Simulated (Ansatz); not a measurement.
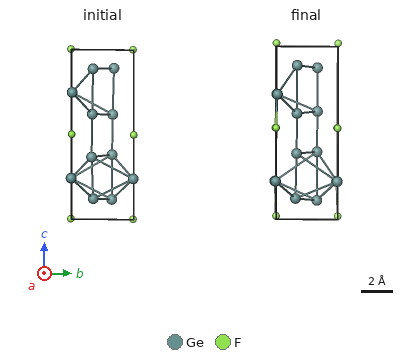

The structure of solid Ge5F (a generated structure, set up in P1) (coarse preliminary run) before (left) and after (right) a relaxation, at one scale.

A ball-and-stick model of the cell of the calculation, seen along the a axis.

Method: DFT PBE, scalar-relativistic, plane waves, PAW (Ansatz). Settings: plane-wave cutoff 420 eV; k-point mesh 6 × 6 × 2; occupations gaussian; smearing width 0.2 eV; no spin polarisation; cell and atoms relaxed; force threshold 0.025 eV/Å; at most 60 steps.

> Describe what moved and what it gained.

The run was cut off at its time limit before the relaxation converged, so the last structure is only a point on the way. The energy falls by 29.1 meV per atom in 3 geometry steps. Largest force component: 0.52 eV/Å at the start, 0.4 eV/Å at the end. Pressure: 0.15 GPa at the start and 0.48 GPa at the end. An F atom moves most relative to the cell: 0.32 Å roughly along +c. By element the largest moves are F 0.32 Å, Ge 0.27 Å. Cell: a 4.658 → 4.647 Å (−0.2 %), b 4.736 → 4.685 Å (−1.1 %), c 11.088 → 11.301 Å (+1.9 %), α 90.6° → 90.1°, β 89.9° → 90.3°, γ 121.0° → 120.1°. Volume +1.5 %. Near-neighbour distances that change, for instance: F–Ge 2.732 → 2.202 Å, Ge–Ge 2.922 → 3.294 Å, F–Ge 2.644 → 2.283 Å, Ge–Ge 3.091 → 3.352 Å. Among the angles between lasting bonds that change: Ge–Ge–Ge 124.8° → 116.8°, Ge–Ge–Ge 87.5° → 95.3°, Ge–Ge–Ge 95.1° → 87.5°. The space group stays P1 (No. 1). The run took 5 min on 1 thread of Intel(R) Xeon(R) Platinum 8488C (Sapphire Rapids), with other jobs on the host, peak memory 0.84 GiB.
